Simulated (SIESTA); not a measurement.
Band structure of ScBPt₃ (Pm-3m, 5 atoms in the cell).

```
CELL_PARAMETERS angstrom
      4.27026     0.00000     0.00000
      0.00000     4.27026     0.00000
      0.00000     0.00000     4.27026
ATOMIC_POSITIONS crystal
  Sc 0.00000 0.00000 0.00000
  B  0.50000 0.50000 0.50000
  Pt 0.00000 0.50000 0.50000
  Pt 0.50000 0.00000 0.50000
  Pt 0.50000 0.50000 0.00000
```

Level of theory: GGA PBEsol, numerical atomic orbitals TZP, PseudoDojo PBEsol standard norm-conserving potentials (rewritten from UPF to PSML) (SIESTA 5.4.2).

Settings: XC.functional = GGA; XC.authors = PBEsol; potentials = PseudoDojo PBEsol standard; PAO.BasisSize = TZP; PAO.EnergyShift = 0.01 Ry; MeshCutoff = 400 Ry; kgrid.MonkhorstPack = 5 5 5; OccupationFunction = MP; OccupationMPOrder = 0; ElectronicTemperature = 0.05 eV; MaxSCFIterations = 150; SCF.Mixer.Method = Broyden; SCF.Mixer.Weight = 0.1; SCF.Mixer.History = 8.

The starting cell comes from a database of computed structures (which also holds hypothetical and non-ambient phases and stackings), without a prior relaxation at this level. Its lattice was rescaled by a random factor within 2.5 % of one. Spin-orbit coupling is off. Spin polarisation is off. Values carry the incompleteness of an atom-centred basis.

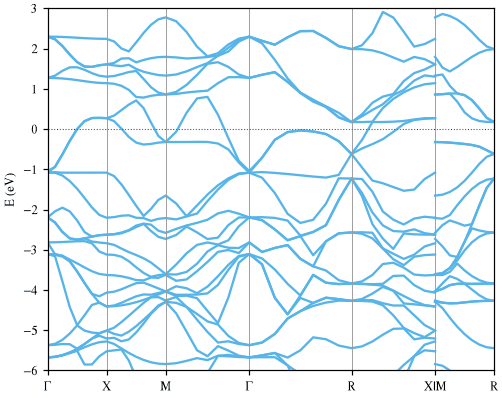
*Bands along the path, energies from the Fermi level.*

Levels in eV from the Fermi level, bands 32 to 37:
```csv
point,32,33,34,35,36,37
Γ,-1.09,-1.09,-1.09,-1.05,1.27,1.27
X,-2.20,-1.08,0.27,0.27,1.14,1.30
M,-2.21,-1.65,-0.32,-0.32,0.86,0.86
R,-1.23,-0.62,-0.62,-0.62,0.17,0.17
```

Bands cross the Fermi level along this path, so the cell is metallic at this level.

Higher empty bands are left out: an atom-centred basis made for the valence describes them poorly.
